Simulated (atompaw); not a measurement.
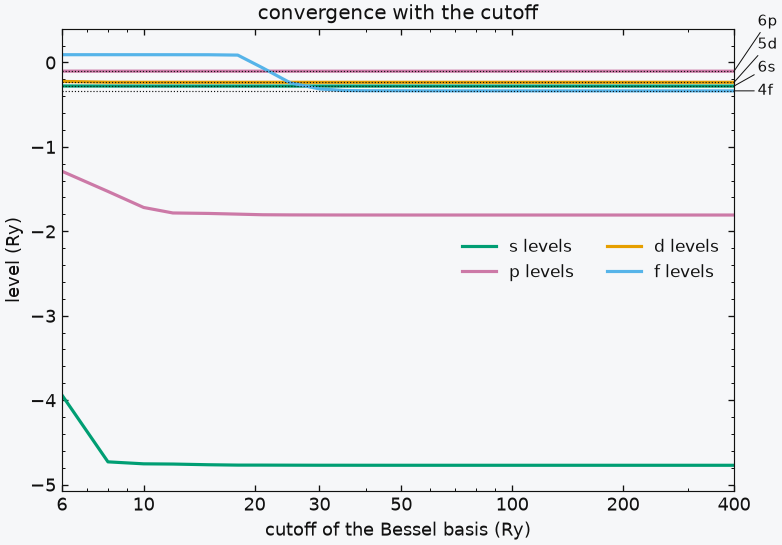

The pseudo-atom Hamiltonian at the reference potential is diagonalised in spherical Bessel functions (20 bohr box) up to the cutoff. Curves: the lowest levels of each channel that holds a bound state. Dotted lines: the all-electron valence levels.

Input of atompaw 4.2.0.5:

```
La 57
LDA-PW scalarrelativistic loggrid 2001 logderivrange -2 5 176
6 6 5 4 0 0
6 1 0
5 2 1
4 3 0
0 0 0
c
c
c
c
c
v
c
c
c
c
v
c
c
v
v
3
3.00 2.30 2.60 2.55
y
3.65
n
y
1.6
n
y
0.25
n
y
0.5
n
modrrkj vanderbiltortho besselshape
bessel
2.95
3.00
3.00
3.00
3.00
3.00
1.75
1.75
```

Launched with:
```bash
atompaw < La.input > La.log
```

Functional and relativity: LDA (PW92), scalar-relativistic.

### Check the spectrum for spurious states.

Ghost states below the valence levels: s at -64.9 eV, p at -24.6 eV. A ghost is a curve that settles on no dotted line: a bound state with no counterpart among the valence levels. In Ry: s -4.77, p -1.81.

### Read the all-electron valence levels.

6s: -0.28 Ry; 6p: -0.10 Ry; 5d: -0.24 Ry; 4f: -0.34 Ry.

### From which cutoff on does the ghost show?

The lowest s curve lies clearly below the lowest valence level of its channel already at the lowest cutoff, 6 Ry, and ends at -4.77 Ry.
